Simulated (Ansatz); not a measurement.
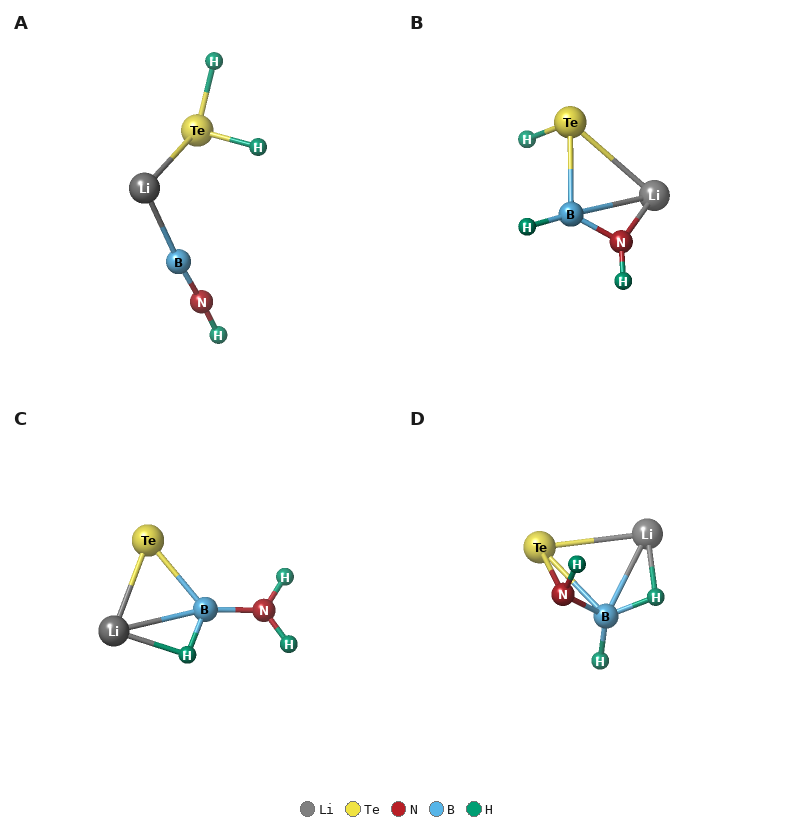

4 stationary structures of one formula. Geometries: PBE0-D4/def2-TZVP. Electronic energies: B3LYP-D4/def2-TZVPP (Ansatz 0.2.0), without zero-point energy. No frequency run is at hand to confirm each as a minimum. Each is one conformer, not always the lowest.

Which structure is the most stable?

C is lowest (Cs); B lies 0.612 eV above it (C1), D lies 1.772 eV above it (C1), A lies 3.181 eV above it (C1).
